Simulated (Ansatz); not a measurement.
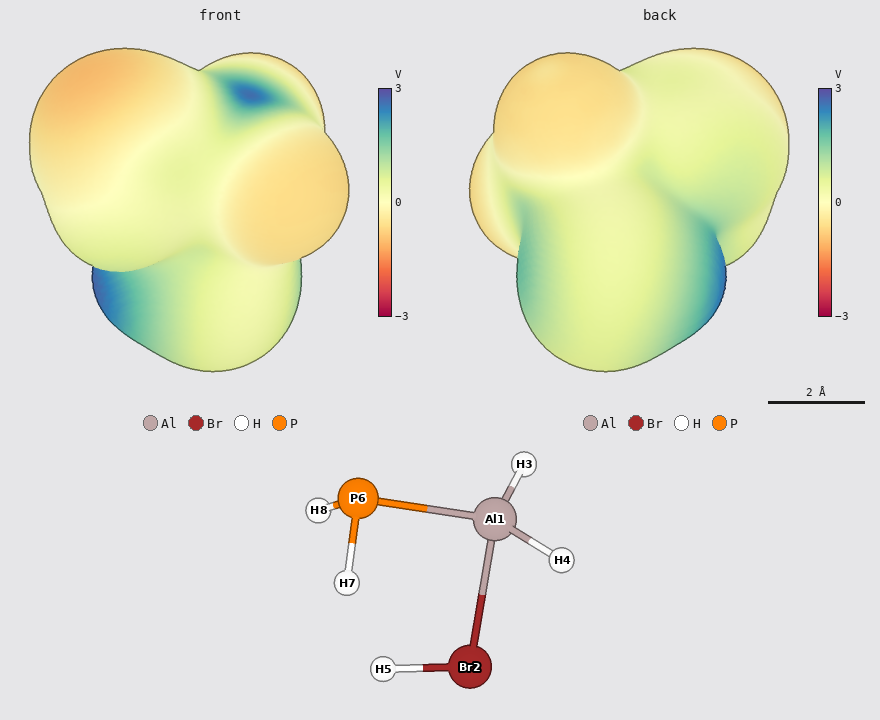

Figure 1: AlBrH5P. The electrostatic potential painted on the density surface at 0.002 e/bohr³, seen from the front and from behind; the colour scale runs from red (negative) to blue (positive). The bare structure is drawn below in the same view.

The product side of a reaction path; geometry: PBE0-D4/def2-TZVP.

These are results of RKS PBE0-D4/def2-TZVPP in Ansatz, not measurements.

```yaml
atoms:
  - { symbol: Al, position_ang: [-0.9679, -0.6538, -0.2484] }
  - { symbol: Br, position_ang: [1.0122, 0.3364, -1.9894] }
  - { symbol: H, position_ang: [-0.6867, -2.1788, -0.5873] }
  - { symbol: H, position_ang: [-2.1571, 0.1326, -0.9462] }
  - { symbol: H, position_ang: [1.7176, 0.9465, -0.9125] }
  - { symbol: P, position_ang: [-0.1612, 0.1761, 1.7925] }
  - { symbol: H, position_ang: [0.0652, 1.4946, 1.3103] }
  - { symbol: H, position_ang: [1.1779, -0.2534, 1.5810] }
```

> Which sites attract a positive test charge, and which a negative one?

A positive charge is drawn to the negative regions and a negative charge to the positive ones. The most negative region (about −1.0 V) lies over P6, the most positive (about +2.7 V) over H5.
